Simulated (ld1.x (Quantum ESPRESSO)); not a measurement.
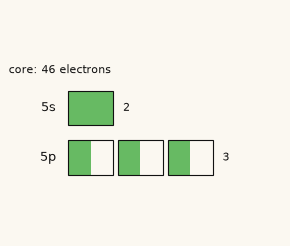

The valence shells of the reference configuration: a box for each of the 2l + 1 orbitals, shaded by the share of the shell that is filled, with the electron count at the right.

**Run report: Sb, pseudopotential generation (part 1 of 2)**

Antimony (Sb, Z = 51), core [Kr] 4d10, reference valence 5s2 5p3, valence charge 5. Computed at this level: TM potential, PBE, scalar-relativistic, made with ld1.x (Quantum ESPRESSO) 7.5.

## Output
```
     Program LD1 v.7.5
     --------------------------- All-electron run ----------------------------

     Sb
     scalar relativistic calculation

     atomic number is 51.00
     dft =PBE   lsd =0 sic =0 latt =0  beta=0.20 tr2=1.0E-14
     Exchange-correlation= PBE
                           (   1   4   3   4   0   0   0)
     mesh =1243 r(mesh) =  98.80758 a.u. xmin = -7.00 dx = 0.01250
     1 Ry =  13.60569312 eV, c = 137.03599908

     n l     nl                  e(Ry)          e(Ha)          e(eV)
     1 0     1S 1( 2.00)     -2227.4355     -1113.7177    -30305.8032
     2 0     2S 1( 2.00)      -338.9497      -169.4749     -4611.6462
     2 1     2P 1( 6.00)      -304.2841      -152.1420     -4139.9956
     3 0     3S 1( 2.00)       -66.4523       -33.2262      -904.1302
     3 1     3P 1( 6.00)       -55.1533       -27.5766      -750.3986
     4 0     4S 1( 2.00)       -10.9391        -5.4696      -148.8341
     4 1     4P 1( 6.00)        -7.4812        -3.7406      -101.7871
     3 2     3D 1(10.00)       -37.9157       -18.9579      -515.8696
     4 2     4D 1(10.00)        -2.4628        -1.2314       -33.5079
     5 0     5S 1( 2.00)        -0.9430        -0.4715       -12.8305
     5 1     5P 1( 3.00)        -0.3548        -0.1774        -4.8278

     final scf error:  9.3E-15 reached in  25 iterations

     Etot =  -12962.908074 Ry,   -6481.454037 Ha, -176369.349231 eV

     Ekin =   13558.029935 Ry,    6779.014967 Ha,  184466.394641 eV
     Encl =  -31351.634012 Ry,  -15675.817006 Ha, -426560.711266 eV
     Eh   =    5170.905808 Ry,    2585.452904 Ha,   70353.757593 eV
     Exc  =    -340.209805 Ry,    -170.104902 Ha,   -4628.790199 eV

     normalization and overlap integrals

     s(1S/1S) =  1.000000  <r> =   0.0284  <r2> =    0.0011  r(max) =   0.0184
     s(2S/2S) =  1.000000  <r> =   0.1226  <r2> =    0.0177  r(max) =   0.1034
     s(2P/2P) =  1.000000  <r> =   0.1071  <r2> =    0.0140  r(max) =   0.0826
     s(3S/3S) =  1.000000  <r> =   0.3305  <r2> =    0.1249  r(max) =   0.2991
     s(3P/3P) =  1.000000  <r> =   0.3288  <r2> =    0.1254  r(max) =   0.2918
     s(4S/4S) =  1.000000  <r> =   0.7908  <r2> =    0.7072  r(max) =   0.7266
     s(4P/4P) =  1.000000  <r> =   0.8523  <r2> =    0.8293  r(max) =   0.7639
     s(3D/3D) =  1.000000  <r> =   0.3054  <r2> =    0.1106  r(max) =   0.2449
     s(4D/4D) =  1.000000  <r> =   1.0302  <r2> =    1.2548  r(max) =   0.8442
     s(5S/5S) =  1.000000  <r> =   2.2266  <r2> =    5.6485  r(max) =   1.9025
     s(5P/5P) =  1.000000  <r> =   2.9196  <r2> =    9.9411  r(max) =   2.3530

     ------------------------ End of All-electron run ------------------------

     --------------------- Generating NC pseudopotential ---------------------

      Generating local pot.: lloc=1, matching radius rcloc =   2.2800

      Computing core charge for nlcc:

       r > 1.01 : true rho core
      Core charge pseudized with two Bessel functions
      Integrated core pseudo-charge :  24.87

      Wfc   5S  rcut= 1.679  Using Troullier-Martins method

      Wfc   5D  rcut= 2.568  Using Troullier-Martins method

     ------------------- End of pseudopotential generation -------------------

     --------------------------- All-electron run ----------------------------

     Sb
     scalar relativistic calculation

     atomic number is 51.00
     dft =PBE   lsd =0 sic =0 latt =0  beta=0.20 tr2=1.0E-14
     Exchange-correlation= PBE
                           (   1   4   3   4   0   0   0)
     mesh =1243 r(mesh) =  98.80758 a.u. xmin = -7.00 dx = 0.01250
     1 Ry =  13.60569312 eV, c = 137.03599908

     n l     nl                  e(Ry)          e(Ha)          e(eV)
     1 0     1S 1( 2.00)     -2227.4355     -1113.7177    -30305.8032
     2 0     2S 1( 2.00)      -338.9497      -169.4749     -4611.6462
     2 1     2P 1( 6.00)      -304.2841      -152.1420     -4139.9956
     3 0     3S 1( 2.00)       -66.4523       -33.2262      -904.1302
     3 1     3P 1( 6.00)       -55.1533       -27.5766      -750.3986
     4 0     4S 1( 2.00)       -10.9391        -5.4696      -148.8341
     4 1     4P 1( 6.00)        -7.4812        -3.7406      -101.7871
     3 2     3D 1(10.00)       -37.9157       -18.9579      -515.8696
     4 2     4D 1(10.00)        -2.4628        -1.2314       -33.5079
     5 0     5S 1( 2.00)        -0.9430        -0.4715       -12.8305
     5 1     5P 1( 3.00)        -0.3548        -0.1774        -4.8278

     final scf error:  9.3E-15 reached in  25 iterations

     Etot =  -12962.908074 Ry,   -6481.454037 Ha, -176369.349231 eV

     Ekin =   13558.029935 Ry,    6779.014967 Ha,  184466.394641 eV
     Encl =  -31351.634012 Ry,  -15675.817006 Ha, -426560.711266 eV
     Eh   =    5170.905808 Ry,    2585.452904 Ha,   70353.757593 eV
     Exc  =    -340.209805 Ry,    -170.104902 Ha,   -4628.790199 eV

     normalization and overlap integrals

     s(1S/1S) =  1.000000  <r> =   0.0284  <r2> =    0.0011  r(max) =   0.0184
     s(2S/2S) =  1.000000  <r> =   0.1226  <r2> =    0.0177  r(max) =   0.1034
     s(2P/2P) =  1.000000  <r> =   0.1071  <r2> =    0.0140  r(max) =   0.0826
     s(3S/3S) =  1.000000  <r> =   0.3305  <r2> =    0.1249  r(max) =   0.2991
     s(3P/3P) =  1.000000  <r> =   0.3288  <r2> =    0.1254  r(max) =   0.2918
     s(4S/4S) =  1.000000  <r> =   0.7908  <r2> =    0.7072  r(max) =   0.7266
     s(4P/4P) =  1.000000  <r> =   0.8523  <r2> =    0.8293  r(max) =   0.7639
     s(3D/3D) =  1.000000  <r> =   0.3054  <r2> =    0.1106  r(max) =   0.2449
     s(4D/4D) =  1.000000  <r> =   1.0302  <r2> =    1.2548  r(max) =   0.8442
     s(5S/5S) =  1.000000  <r> =   2.2266  <r2> =    5.6485  r(max) =   1.9025
     s(5P/5P) =  1.000000  <r> =   2.9196  <r2> =    9.9411  r(max) =   2.3530

     ------------------------ End of All-electron run ------------------------

     Computing logarithmic derivative in   2.85606
     Computing logarithmic derivative in   2.85606
     Computing the partial wave expansion
     R is outside the sphere for l=    0 j= 0.00
       no projector for channel:   1
     R is outside the sphere for l=    2 j= 0.00

     ---------------------- Testing the pseudopotential ----------------------

     Sb
     scalar relativistic calculation

     atomic number is 51.00   valence charge is  5.00
     dft =PBE   lsd =0 sic =0 latt =0  beta=0.20 tr2=1.0E-14
     mesh =1243 r(mesh) =  98.80758 xmin = -7.00 dx = 0.01250

     n l     nl             e AE (Ry)        e PS (Ry)    De AE-PS (Ry)
     1 0     5S   1( 2.00)       -0.94302       -0.94303        0.00000
     2 1     5P   1( 3.00)       -0.35484       -0.35484        0.00000

     eps = 8.5E-15  iter = 11

     Etot =  -12962.908074 Ry,   -6481.454037 Ha, -176369.349231 eV
     Etotps =   -70.791803 Ry,     -35.395902 Ha,    -963.171550 eV

     Ekin =       3.182336 Ry,       1.591168 Ha,      43.297893 eV
     Encl =     -19.085641 Ry,      -9.542820 Ha,    -259.673373 eV
     Ehrt =       8.563710 Ry,       4.281855 Ha,     116.515216 eV
     Ecxc =     -63.185681 Ry,     -31.592841 Ha,    -859.684987 eV
     (Ecc =     -59.797143 Ry,     -29.898572 Ha,    -813.581579 eV)
     Epseu=      -0.266528 Ry,      -0.133264 Ha,      -3.626299 eV

     ---------------------- End of pseudopotential test ----------------------
```

## Output of the test run (extracts)
```
     ---------------------- Testing the pseudopotential ----------------------

     Sb
     scalar relativistic calculation

     atomic number is 51.00   valence charge is  5.00
     dft =PBE   lsd =0 sic =0 latt =0  beta=0.20 tr2=1.0E-14
     mesh =1243 r(mesh) =  98.80758 xmin = -7.00 dx = 0.01250

     n l     nl             e AE (Ry)        e PS (Ry)    De AE-PS (Ry)
     1 0     5S   1( 2.00)       -0.94302       -0.94303        0.00000
     2 1     5P   1( 3.00)       -0.35484       -0.35484        0.00000

     eps = 3.3E-15  iter = 12

     Etot =  -12962.908074 Ry,   -6481.454037 Ha, -176369.349231 eV
     Etotps =   -70.791803 Ry,     -35.395902 Ha,    -963.171550 eV

     Ekin =       3.182336 Ry,       1.591168 Ha,      43.297892 eV
     Encl =     -19.085641 Ry,      -9.542820 Ha,    -259.673371 eV
     Ehrt =       8.563710 Ry,       4.281855 Ha,     116.515215 eV
     Ecxc =     -63.185681 Ry,     -31.592841 Ha,    -859.684987 eV
     (Ecc =     -59.797143 Ry,     -29.898572 Ha,    -813.581579 eV)
     Epseu=      -0.266528 Ry,      -0.133264 Ha,      -3.626299 eV

     ---------------------- End of pseudopotential test ----------------------

     ---------------------- Testing the pseudopotential ----------------------

     Sb
     scalar relativistic calculation

     atomic number is 51.00   valence charge is  5.00
     dft =PBE   lsd =0 sic =0 latt =0  beta=0.20 tr2=1.0E-14
     mesh =1243 r(mesh) =  98.80758 xmin = -7.00 dx = 0.01250

     n l     nl             e AE (Ry)        e PS (Ry)    De AE-PS (Ry)
     1 0     5S   1( 2.00)       -1.51689       -1.51790        0.00101
     2 1     5P   1( 2.00)       -0.88146       -0.88206        0.00060

     eps = 2.7E-16  iter =  7

     Etot =  -12962.296789 Ry,   -6481.148394 Ha, -176361.032276 eV
     Etotps =   -70.180169 Ry,     -35.090084 Ha,    -954.849839 eV
     dEtot_ae =       0.611285 Ry
     dEtot_ps =       0.611635 Ry,   Delta E=      -0.000350 Ry

     Ekin =       2.816808 Ry,       1.408404 Ha,      38.324626 eV
     Encl =     -15.965176 Ry,      -7.982588 Ha,    -217.217292 eV
     Ehrt =       5.967555 Ry,       2.983777 Ha,      81.192721 eV
     Ecxc =     -62.720749 Ry,     -31.360375 Ha,    -853.359267 eV
     (Ecc =     -59.797143 Ry,     -29.898572 Ha,    -813.581579 eV)
     Epseu=      -0.278606 Ry,      -0.139303 Ha,      -3.790627 eV

     ---------------------- End of pseudopotential test ----------------------

     ---------------------- Testing the pseudopotential ----------------------

     Sb
     scalar relativistic calculation

     atomic number is 51.00   valence charge is  5.00
     dft =PBE   lsd =0 sic =0 latt =0  beta=0.20 tr2=1.0E-14
     mesh =1243 r(mesh) =  98.80758 xmin = -7.00 dx = 0.01250

     n l     nl             e AE (Ry)        e PS (Ry)    De AE-PS (Ry)
     1 0     5S   1( 2.00)       -2.16204       -2.16674        0.00469
     2 1     5P   1( 1.00)       -1.47592       -1.47916        0.00324

     eps = 6.1E-16  iter =  7

     Etot =  -12961.123165 Ry,   -6480.561582 Ha, -176345.064311 eV
     Etotps =   -69.004577 Ry,     -34.502289 Ha,    -938.855104 eV
     dEtot_ae =       1.784909 Ry
     dEtot_ps =       1.787226 Ry,   Delta E=      -0.002317 Ry

     Ekin =       2.219240 Ry,       1.109620 Ha,      30.194296 eV
     Encl =     -12.395991 Ry,      -6.197995 Ha,    -168.656043 eV
     Ehrt =       3.638578 Ry,       1.819289 Ha,      49.505370 eV
     Ecxc =     -62.175848 Ry,     -31.087924 Ha,    -845.945510 eV
     (Ecc =     -59.797143 Ry,     -29.898572 Ha,    -813.581579 eV)
     Epseu=      -0.290556 Ry,      -0.145278 Ha,      -3.953217 eV

     ---------------------- End of pseudopotential test ----------------------

     ---------------------- Testing the pseudopotential ----------------------

     Sb
     scalar relativistic calculation

     atomic number is 51.00   valence charge is  5.00
     dft =PBE   lsd =0 sic =0 latt =0  beta=0.20 tr2=1.0E-14
     mesh =1243 r(mesh) =  98.80758 xmin = -7.00 dx = 0.01250

     n l     nl             e AE (Ry)        e PS (Ry)    De AE-PS (Ry)
     1 0     5S   1( 2.00)       -2.85948       -2.87259        0.01311  !
     2 1     5P   1( 0.00)       -2.12122       -2.13098        0.00977  !

     eps = 2.1E-17  iter =  7

     Etot =  -12959.328843 Ry,   -6479.664422 Ha, -176320.651321 eV
     Etotps =   -67.203696 Ry,     -33.601848 Ha,    -914.352859 eV
     dEtot_ae =       3.579230 Ry
     dEtot_ps =       3.588108 Ry,   Delta E=      -0.008877 Ry

     Ekin =       1.394649 Ry,       0.697325 Ha,      18.975168 eV
     Encl =      -8.502666 Ry,      -4.251333 Ha,    -115.684660 eV
     Ehrt =       1.780219 Ry,       0.890110 Ha,      24.221118 eV
     Ecxc =     -61.576572 Ry,     -30.788286 Ha,    -837.791948 eV
     (Ecc =     -59.797143 Ry,     -29.898572 Ha,    -813.581579 eV)
     Epseu=      -0.299326 Ry,      -0.149663 Ha,      -4.072537 eV

     ---------------------- End of pseudopotential test ----------------------

     ---------------------- Testing the pseudopotential ----------------------

     Sb
     scalar relativistic calculation

     atomic number is 51.00   valence charge is  5.00
     dft =PBE   lsd =0 sic =0 latt =0  beta=0.20 tr2=1.0E-14
     mesh =1243 r(mesh) =  98.80758 xmin = -7.00 dx = 0.01250

     n l     nl             e AE (Ry)        e PS (Ry)    De AE-PS (Ry)
     1 0     5S   1( 0.00)       -1.05555       -1.06046        0.00491
     2 1     5P   1( 5.00)       -0.43686       -0.43749        0.00063

     eps = 5.0E-15  iter = 13

     Etot =  -12961.700416 Ry,   -6480.850208 Ha, -176352.918216 eV
     Etotps =   -69.579975 Ry,     -34.789988 Ha,    -946.683792 eV
     dEtot_ae =       1.207657 Ry
     dEtot_ps =       1.211828 Ry,   Delta E=      -0.004170 Ry

     Ekin =       3.770613 Ry,       1.885306 Ha,      51.301802 eV
     Encl =     -18.610100 Ry,      -9.305050 Ha,    -253.203313 eV
     Ehrt =       8.127615 Ry,       4.063807 Ha,     110.581829 eV
     Ecxc =     -62.868103 Ry,     -31.434051 Ha,    -855.364111 eV
     (Ecc =     -59.797143 Ry,     -29.898572 Ha,    -813.581579 eV)

     ---------------------- End of pseudopotential test ----------------------

     ---------------------- Testing the pseudopotential ----------------------

     Sb
     scalar relativistic calculation

     atomic number is 51.00   valence charge is  5.00
     dft =PBE   lsd =0 sic =0 latt =0  beta=0.20 tr2=1.0E-14
     mesh =1243 r(mesh) =  98.80758 xmin = -7.00 dx = 0.01250

     n l     nl             e AE (Ry)        e PS (Ry)    De AE-PS (Ry)
     1 0     5S   1( 2.00)       -1.21927       -1.21955        0.00028
     2 1     5P   1( 2.50)       -0.60809       -0.60824        0.00015

     eps = 4.9E-15  iter =  9

     Etot =  -12962.668324 Ry,   -6481.334162 Ha, -176366.087274 eV
     Etotps =   -70.551971 Ry,     -35.275986 Ha,    -959.908472 eV
     dEtot_ae =       0.239749 Ry
     dEtot_ps =       0.239832 Ry,   Delta E=      -0.000082 Ry

     Ekin =       3.029090 Ry,       1.514545 Ha,      41.212864 eV
     Encl =     -17.592372 Ry,      -8.796186 Ha,    -239.356412 eV
     Ehrt =       7.249148 Ry,       3.624574 Ha,      98.629679 eV
     Ecxc =     -62.965467 Ry,     -31.482734 Ha,    -856.688825 eV
     (Ecc =     -59.797143 Ry,     -29.898572 Ha,    -813.581579 eV)
     Epseu=      -0.272370 Ry,      -0.136185 Ha,      -3.705778 eV

     ---------------------- End of pseudopotential test ----------------------
```

(Continued in part 2.) Outcome of the run: generated.
